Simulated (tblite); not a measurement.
**Run report: C₆H₁₁BSi, geometry relaxation (part 4 of 4)**

Continued. System: C₆H₁₁BSi. Method: GFN2-xTB geometry optimisation, gas phase (tblite 0.8.0). It belongs to a series of runs on one base structure; here: H on B replaced by cBu.

Geometry of the input (Å):
```
Si 4.3505  0.1285  -0.1379
C  2.5957  -0.1410  0.3636
C  1.4666  -0.3223  0.7298
B  0.0084  -0.5262  1.1909
C  -1.1212  -0.6950  0.1115
C  -1.3786  0.4781  -0.7896
C  -2.6254  0.7962  0.0272
C  -2.4926  -0.5403  0.7145
H  4.5885  1.5300  -0.4876
H  5.2634  -0.2879  0.9524
H  4.6162  -0.7709  -1.2590
H  -0.3390  -0.4089  2.3249
H  -0.9924  -1.6071  -0.5206
H  -1.7042  0.2064  -1.8089
H  -0.6368  1.2940  -0.7824
H  -3.5517  0.9454  -0.5661
H  -2.3703  1.6466  0.7230
H  -2.4470  -0.4093  1.8244
H  -3.2399  -1.3072  0.4127
```

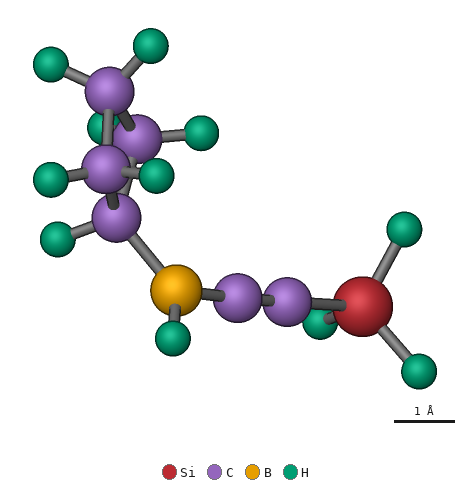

*The geometry at step 138 of the log (ball-and-stick view, seen at a tilt).*

**Trajectory as extended XYZ, continued**
```
19
Properties=species:S:1:pos:R:3:forces:R:3 step=124 energy=-580.36824
Si    4.1230    0.2772   -0.2521    0.0220  -0.0170   0.0140
C     2.4994   -0.2892    0.4200   -0.0180  -0.0150   0.0110
C     1.4151   -0.6437    0.8415    0.0140   0.0040   0.0130
B     0.0371   -1.0137    1.3054    0.0010   0.0170   0.0210
C    -1.1551   -0.7478    0.3109    0.0150   0.0170   0.0040
C    -1.0809    0.4667   -0.6436    0.0020  -0.0030  -0.0190
C    -2.5161    0.8489   -0.2588    0.0120  -0.0300  -0.0150
C    -2.5154   -0.2285    0.8352    0.0210   0.0110  -0.0110
H     4.0024    1.7086   -0.5367    0.0050   0.0330  -0.0050
H     5.1770    0.0369    0.7381   -0.0130  -0.0050  -0.0030
H     4.3891   -0.4723   -1.4829    0.0010  -0.0100   0.0000
H    -0.1413   -1.4755    2.3693    0.0050  -0.0010  -0.0370
H    -1.3040   -1.6649   -0.2684   -0.0210  -0.0270  -0.0090
H    -0.9201    0.2296   -1.6933    0.0110   0.0210  -0.0120
H    -0.3433    1.2060   -0.3347    0.0100  -0.0170  -0.0260
H    -3.2396    0.6559   -1.0494   -0.0010   0.0110   0.0080
H    -2.6395    1.8717    0.0894   -0.0490   0.0210   0.0200
H    -2.4577    0.1810    1.8414   -0.0080   0.0040   0.0250
H    -3.3397   -0.9375    0.7915   -0.0090  -0.0150   0.0220
19
Properties=species:S:1:pos:R:3:forces:R:3 step=128 energy=-580.37066
Si    4.1205    0.3004   -0.2249   -0.0190   0.0170  -0.0130
C     2.4897   -0.2907    0.4103    0.0560  -0.0180  -0.0110
C     1.4102   -0.6793    0.8125   -0.0250   0.0280   0.0320
B     0.0345   -1.0746    1.2608    0.0450  -0.0140  -0.0380
C    -1.1695   -0.7572    0.2994   -0.0140   0.0020  -0.0230
C    -1.0873    0.4475   -0.6644    0.0090   0.0160  -0.0060
C    -2.5137    0.8484   -0.2685    0.0030   0.0210  -0.0120
C    -2.4874   -0.1793    0.8699   -0.0100   0.0070   0.0060
H     3.9903    1.7343   -0.5008    0.0040   0.0080   0.0000
H     5.1592    0.0671    0.7807    0.0020  -0.0140   0.0190
H     4.4174   -0.4353   -1.4571   -0.0020  -0.0100   0.0040
H    -0.1361   -1.6142    2.2851   -0.0040  -0.0130   0.0450
H    -1.3823   -1.6693   -0.2693   -0.0280  -0.0070   0.0060
H    -0.9280    0.2094   -1.7135   -0.0160  -0.0050  -0.0350
H    -0.3424    1.1799   -0.3601    0.0320   0.0040   0.0030
H    -3.2499    0.6165   -1.0346   -0.0300  -0.0230  -0.0270
H    -2.6414    1.8856    0.0336   -0.0190   0.0300   0.0190
H    -2.3578    0.2787    1.8479    0.0110   0.0110   0.0400
H    -3.3359   -0.8589    0.9159    0.0060  -0.0390  -0.0090
19
Properties=species:S:1:pos:R:3:forces:R:3 step=131 energy=-580.37313
Si    4.1395    0.3138   -0.1933    0.0440  -0.0210  -0.0040
C     2.4998   -0.2873    0.4020    0.0470  -0.0080  -0.0220
C     1.4155   -0.6852    0.7798   -0.0960   0.0070   0.0290
B     0.0393   -1.1026    1.2050    0.0080  -0.0110  -0.0140
C    -1.1826   -0.7621    0.2735   -0.0050  -0.0050   0.0140
C    -1.1170    0.4345   -0.7002   -0.0090   0.0070   0.0030
C    -2.5267    0.8535   -0.2608   -0.0050  -0.0150   0.0200
C    -2.4630   -0.1510    0.8971    0.0340  -0.0090   0.0160
H     4.0173    1.7472   -0.4667    0.0040   0.0310   0.0000
H     5.1450    0.0678    0.8446    0.0010   0.0040  -0.0060
H     4.4698   -0.4180   -1.4201   -0.0030  -0.0010   0.0120
H    -0.1333   -1.6798    2.2090    0.0210  -0.0180   0.0460
H    -1.4426   -1.6746   -0.2732   -0.0310  -0.0130  -0.0230
H    -0.9928    0.1873   -1.7522   -0.0220   0.0070  -0.0260
H    -0.3510    1.1563   -0.4211   -0.0070   0.0060  -0.0090
H    -3.2945    0.6064   -0.9914    0.0040  -0.0280  -0.0300
H    -2.6464    1.8952    0.0262    0.0110   0.0620   0.0110
H    -2.2673    0.3228    1.8573   -0.0160   0.0250   0.0110
H    -3.3188   -0.8149    1.0073    0.0210  -0.0220  -0.0280
19
Properties=species:S:1:pos:R:3:forces:R:3 step=135 energy=-580.37469
Si    4.1521    0.3127   -0.1839    0.0020   0.0070   0.0020
C     2.5080   -0.2967    0.3932   -0.0200   0.0080   0.0020
C     1.4157   -0.6801    0.7655    0.0030   0.0050  -0.0070
B     0.0419   -1.1038    1.1890   -0.0120  -0.0080   0.0250
C    -1.1868   -0.7631    0.2663    0.0140  -0.0080  -0.0220
C    -1.1313    0.4315   -0.7118   -0.0030   0.0050  -0.0070
C    -2.5330    0.8569   -0.2525   -0.0050  -0.0040  -0.0050
C    -2.4569   -0.1480    0.9047    0.0080  -0.0010   0.0020
H     4.0297    1.7493   -0.4521    0.0050  -0.0090   0.0020
H     5.1415    0.0677    0.8687    0.0170  -0.0010  -0.0080
H     4.4917   -0.4160   -1.4092    0.0110  -0.0010   0.0070
H    -0.1244   -1.6809    2.1963    0.0190  -0.0050   0.0050
H    -1.4572   -1.6763   -0.2756   -0.0200   0.0050  -0.0100
H    -1.0278    0.1830   -1.7665   -0.0100   0.0000   0.0010
H    -0.3584    1.1521   -0.4481   -0.0080  -0.0040  -0.0050
H    -3.3099    0.6073   -0.9739    0.0130   0.0040  -0.0040
H    -2.6434    1.9021    0.0318    0.0000  -0.0040   0.0050
H    -2.2510    0.3263    1.8624   -0.0230   0.0080   0.0170
H    -3.3101   -0.8147    1.0187    0.0090   0.0040   0.0020
19
Properties=species:S:1:pos:R:3:forces:R:3 step=138 energy=-580.37555
Si    4.1692    0.3185   -0.1617    0.0030  -0.0180   0.0050
C     2.5126   -0.2863    0.3854   -0.0390   0.0060   0.0110
C     1.4154   -0.6718    0.7417    0.0140   0.0120  -0.0140
B     0.0436   -1.1131    1.1560    0.0090  -0.0210  -0.0120
C    -1.1970   -0.7692    0.2495   -0.0030   0.0060   0.0110
C    -1.1550    0.4213   -0.7339   -0.0100   0.0150   0.0030
C    -2.5420    0.8596   -0.2427    0.0030  -0.0050  -0.0170
C    -2.4429   -0.1356    0.9204    0.0050  -0.0010   0.0010
H     4.0625    1.7556   -0.4298   -0.0010   0.0020   0.0000
H     5.1416    0.0648    0.9051    0.0090   0.0020  -0.0050
H     4.5273   -0.4129   -1.3801    0.0070   0.0030   0.0020
H    -0.1091   -1.7140    2.1517    0.0050   0.0000   0.0070
H    -1.4993   -1.6789   -0.2812    0.0070   0.0050   0.0080
H    -1.0794    0.1701   -1.7907   -0.0050  -0.0030   0.0120
H    -0.3718    1.1368   -0.4897    0.0100   0.0050  -0.0060
H    -3.3352    0.6042   -0.9430   -0.0130   0.0120  -0.0130
H    -2.6428    1.9078    0.0347    0.0060  -0.0090  -0.0030
H    -2.2102    0.3465    1.8685   -0.0010  -0.0090   0.0010
H    -3.2975   -0.7942    1.0626   -0.0060  -0.0030   0.0080
19
Properties=species:S:1:pos:R:3:forces:R:3 step=142 energy=-580.37590
Si    4.1777    0.3181   -0.1537    0.0000   0.0040   0.0040
C     2.5120   -0.2777    0.3763    0.0010  -0.0010   0.0020
C     1.4149   -0.6682    0.7264   -0.0060   0.0010  -0.0020
B     0.0459   -1.1164    1.1430   -0.0020   0.0040  -0.0050
C    -1.2016   -0.7699    0.2467    0.0090   0.0030  -0.0050
C    -1.1658    0.4183   -0.7402    0.0040  -0.0040  -0.0030
C    -2.5472    0.8605   -0.2389    0.0010   0.0020   0.0030
C    -2.4416   -0.1337    0.9247   -0.0020  -0.0030  -0.0010
H     4.0785    1.7564   -0.4196    0.0010  -0.0020  -0.0050
H     5.1422    0.0627    0.9198    0.0010  -0.0030   0.0000
H     4.5478   -0.4132   -1.3685    0.0000   0.0020   0.0000
H    -0.0982   -1.7191    2.1390    0.0010  -0.0050   0.0010
H    -1.5102   -1.6793   -0.2801    0.0070  -0.0100   0.0010
H    -1.1019    0.1620   -1.7960    0.0020  -0.0050  -0.0070
H    -0.3774    1.1322   -0.5075   -0.0030   0.0030  -0.0010
H    -3.3488    0.6108   -0.9321    0.0000   0.0020  -0.0090
H    -2.6395    1.9088    0.0389   -0.0020   0.0120   0.0070
H    -2.2006    0.3475    1.8706   -0.0030   0.0100   0.0160
H    -3.2962   -0.7905    1.0741   -0.0090  -0.0070   0.0050
19
Properties=species:S:1:pos:R:3:forces:R:3 step=145 energy=-580.37597
Si    4.1785    0.3176   -0.1540    0.0020   0.0000   0.0000
C     2.5126   -0.2756    0.3788   -0.0010   0.0000  -0.0010
C     1.4147   -0.6653    0.7276    0.0050   0.0020  -0.0030
B     0.0460   -1.1146    1.1435    0.0050   0.0080   0.0040
C    -1.2008   -0.7694    0.2467   -0.0050   0.0040   0.0010
C    -1.1664    0.4185   -0.7402   -0.0030   0.0040  -0.0040
C    -2.5479    0.8607   -0.2381    0.0030   0.0010  -0.0100
C    -2.4428   -0.1357    0.9238   -0.0020   0.0040  -0.0010
H     4.0838    1.7558   -0.4217   -0.0030  -0.0010  -0.0040
H     5.1441    0.0614    0.9182    0.0020  -0.0040   0.0020
H     4.5458   -0.4157   -1.3686   -0.0020   0.0030   0.0030
H    -0.0978   -1.7167    2.1399    0.0000  -0.0070   0.0010
H    -1.5070   -1.6802   -0.2791    0.0040  -0.0070  -0.0050
H    -1.1029    0.1621   -1.7962   -0.0010  -0.0030   0.0000
H    -0.3787    1.1336   -0.5086    0.0010  -0.0010   0.0000
H    -3.3489    0.6130   -0.9331    0.0010   0.0020   0.0010
H    -2.6399    1.9089    0.0417    0.0010  -0.0030   0.0040
H    -2.2052    0.3445    1.8712    0.0020   0.0070   0.0120
H    -3.2969   -0.7937    1.0710   -0.0100  -0.0090   0.0000
19
Properties=species:S:1:pos:R:3:forces:R:3 step=149 energy=-580.37608
Si    4.1836    0.3149   -0.1537    0.0050   0.0010   0.0010
C     2.5148   -0.2706    0.3778    0.0070   0.0020  -0.0060
C     1.4155   -0.6565    0.7256    0.0000  -0.0010   0.0040
B     0.0477   -1.1050    1.1444    0.0000   0.0000   0.0040
C    -1.2007   -0.7671    0.2472    0.0060  -0.0020  -0.0020
C    -1.1708    0.4195   -0.7416    0.0000  -0.0010   0.0020
C    -2.5507    0.8619   -0.2353   -0.0020  -0.0050   0.0040
C    -2.4474   -0.1406    0.9221   -0.0020  -0.0050  -0.0010
H     4.0945    1.7525   -0.4249   -0.0010   0.0040  -0.0010
H     5.1459    0.0542    0.9204    0.0030  -0.0010   0.0020
H     4.5505   -0.4204   -1.3669   -0.0010  -0.0020  -0.0020
H    -0.0931   -1.7064    2.1417   -0.0020  -0.0040   0.0030
H    -1.4981   -1.6818   -0.2774    0.0000   0.0020  -0.0040
H    -1.1115    0.1592   -1.7969   -0.0040   0.0030  -0.0020
H    -0.3827    1.1361   -0.5159    0.0040  -0.0040   0.0010
H    -3.3532    0.6214   -0.9306   -0.0050   0.0020  -0.0010
H    -2.6386    1.9084    0.0518    0.0010  -0.0020   0.0000
H    -2.2162    0.3335    1.8745   -0.0040   0.0060  -0.0010
H    -3.2994   -0.8039    1.0604   -0.0030   0.0060  -0.0010
```

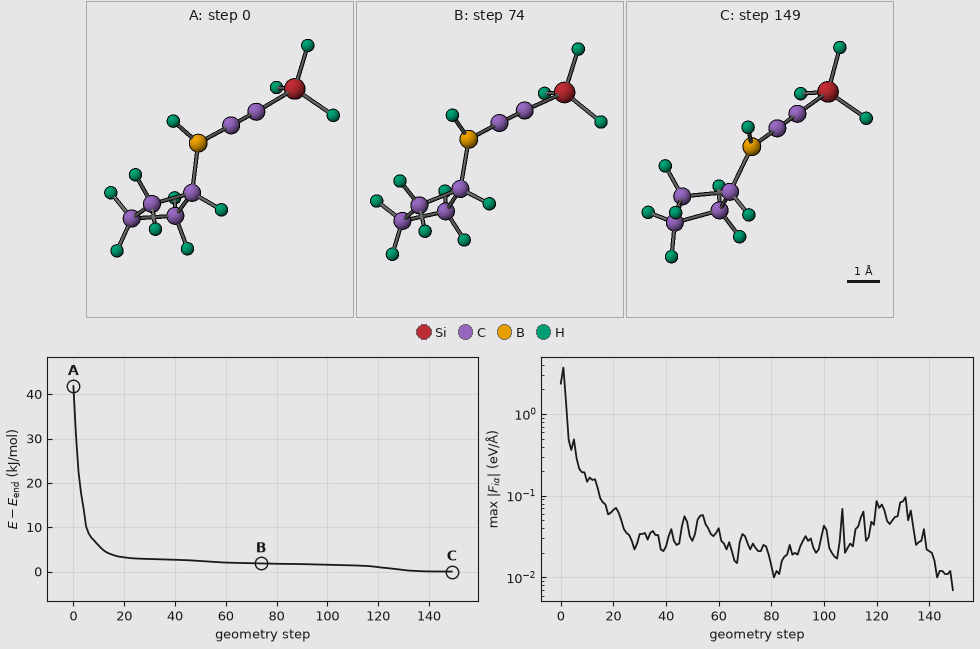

*Frames of the relaxation (ball-and-stick view, seen at a tilt) above the curves, on which the letters mark them (steps are counted from 0).*

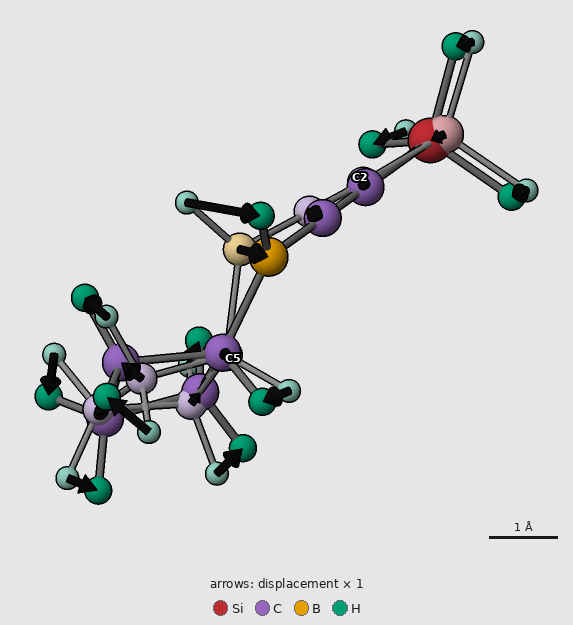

*Start (faint) and end (solid) with the displacements as black arrows, at true length (ball-and-stick view, seen at a tilt). The two geometries are laid on each other by the best rigid fit.*

The largest move after the best rigid fit is that of H12, 1.38 Å. By element the largest moves are H 1.38 Å, B 0.61 Å, C 0.45 Å, Si 0.24 Å. Among the contacts that change: C5–C8 1.506 → 1.550 Å, C3–B4 1.543 → 1.499 Å, C5–C6 1.501 → 1.545 Å, C7–H17 1.128 → 1.089 Å. Among the angles that change: C7–C6–H14 107.8° → 116.0°, B4–C5–C8 111.6° → 118.5°, H16–C7–H17 114.6° → 108.7°. The energy falls by 41.8 kJ/mol in 149 geometry steps. The largest force component goes from 2.4 to 0.007 eV/Å. (Atoms are counted from 1 in the order of the input.)

**Key numbers**

```json
{"quantity": "outcome", "value": "converged"}
{"quantity": "total energy", "value": "−580.3761 eV"}
{"quantity": "wall time", "value": "0.85 s"}
{"quantity": "peak memory", "value": "0.18 GiB"}
```
